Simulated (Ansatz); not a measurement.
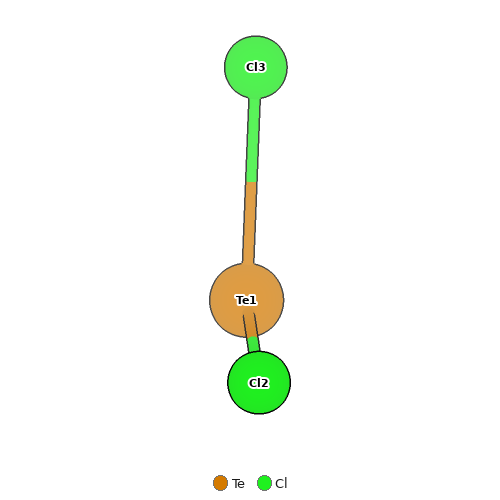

The system is Cl₂Te with the probe H2; the picture shows it without the atoms that are moved over the map. The probe is moved over a plane parallel to the molecule's main plane, 2.50 Å above it. Coordinates scanned: (1) x of the probe's H atom; (2) y of the probe's H atom. Nothing is relaxed (molecule and probe rigid, the probe upright with H nearest the plane). The scan uses a 15 × 13 grid; 104 points were computed and 91 follow by symmetry. Points are written as (first, second). All energies are given in kJ/mol relative to the lowest grid point. Level of theory: RKS PBE-D4/def2-SVPD in Ansatz.

Range: x of the probe's H atom from −3.01 to 3.01 Å; y of the probe's H atom from −2.58 to 2.58 Å.

Q: What landscape does the calculation give?

A: The lowest grid point is at (0.00 Å, 1.72 Å). There is a further well near (−2.58 Å, −0.86 Å) (0.7 kJ/mol above the lowest at that grid point). The highest grid point, (0.00 Å, −1.29 Å), lies 16.0 kJ/mol above the lowest. Near the minimum the curvatures are about 0.0096 and 0.032 eV/Å² along the soft and the stiff direction.

| y of the probe's H atom ↓, x of the probe's H atom → | −3.01 | −2.58 | −2.15 | −1.72 | −1.29 | −0.86 | −0.43 | 0.00 | 0.43 | 0.86 | 1.29 | 1.72 | 2.15 | 2.58 | 3.01 |
| --- | --- | --- | --- | --- | --- | --- | --- | --- | --- | --- | --- | --- | --- | --- | --- |
| 2.58 | 1.9 | 1.7 | 1.5 | 1.4 | 1.3 | 1.1 | 1.0 | 1.0 | 1.0 | 1.1 | 1.3 | 1.4 | 1.5 | 1.7 | 1.9 |
| 2.15 | 1.6 | 1.5 | 1.4 | 1.2 | 0.9 | 0.6 | 0.4 | 0.3 | 0.4 | 0.6 | 0.9 | 1.2 | 1.4 | 1.5 | 1.6 |
| 1.72 | 1.5 | 1.6 | 1.5 | 1.3 | 0.8 | 0.4 | 0.1 | 0.0 | 0.1 | 0.4 | 0.8 | 1.3 | 1.5 | 1.6 | 1.5 |
| 1.29 | 1.6 | 1.8 | 1.9 | 1.7 | 1.1 | 0.6 | 0.2 | 0.2 | 0.2 | 0.6 | 1.1 | 1.7 | 1.9 | 1.8 | 1.6 |
| 0.86 | 1.7 | 2.0 | 2.3 | 2.1 | 1.7 | 1.3 | 1.2 | 1.2 | 1.2 | 1.3 | 1.7 | 2.1 | 2.3 | 2.0 | 1.7 |
| 0.43 | 1.5 | 1.9 | 2.2 | 2.4 | 2.5 | 2.8 | 3.3 | 3.5 | 3.3 | 2.8 | 2.5 | 2.4 | 2.2 | 1.9 | 1.5 |
| 0.00 | 1.2 | 1.4 | 1.8 | 2.5 | 3.6 | 5.1 | 6.5 | 7.1 | 6.5 | 5.1 | 3.6 | 2.5 | 1.8 | 1.4 | 1.2 |
| −0.43 | 0.9 | 0.9 | 1.4 | 2.6 | 4.8 | 7.7 | 10.3 | 11.4 | 10.3 | 7.7 | 4.8 | 2.6 | 1.4 | 0.9 | 0.9 |
| −0.86 | 0.9 | 0.7 | 1.3 | 2.9 | 5.9 | 9.8 | 13.5 | 15.0 | 13.5 | 9.8 | 5.9 | 2.9 | 1.3 | 0.7 | 0.9 |
| −1.29 | 1.0 | 0.8 | 1.3 | 2.9 | 6.1 | 10.3 | 14.3 | 16.0 | 14.3 | 10.3 | 6.1 | 2.9 | 1.3 | 0.8 | 1.0 |
| −1.72 | 1.3 | 1.1 | 1.4 | 2.7 | 5.3 | 8.9 | 12.3 | 13.7 | 12.3 | 8.9 | 5.3 | 2.7 | 1.4 | 1.1 | 1.3 |
| −2.15 | 1.7 | 1.4 | 1.5 | 2.2 | 3.9 | 6.4 | 8.7 | 9.7 | 8.7 | 6.4 | 3.9 | 2.2 | 1.5 | 1.4 | 1.7 |
| −2.58 | 2.2 | 1.8 | 1.6 | 1.9 | 2.7 | 4.0 | 5.2 | 5.8 | 5.2 | 4.0 | 2.7 | 1.9 | 1.6 | 1.8 | 2.2 |

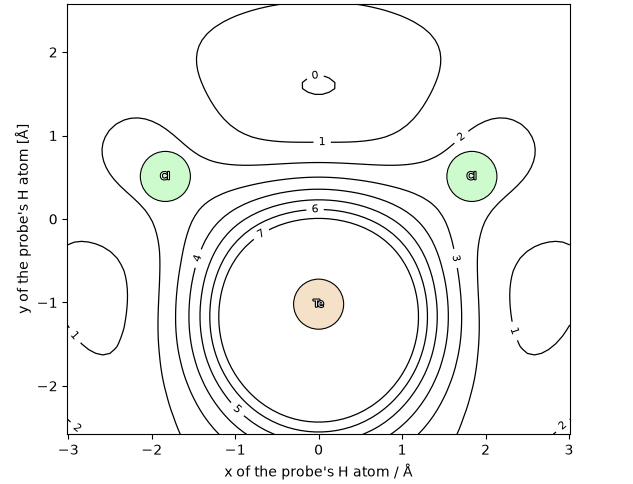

The picture shows contour lines labelled in kJ/mol (none above 7), labelled circles for the molecule's atoms, projected on the plane. Between grid points the surface is interpolated.

The whole map (104 points run) took 5.5 min on 1 thread of Arm Neoverse V2, with other jobs on the host.
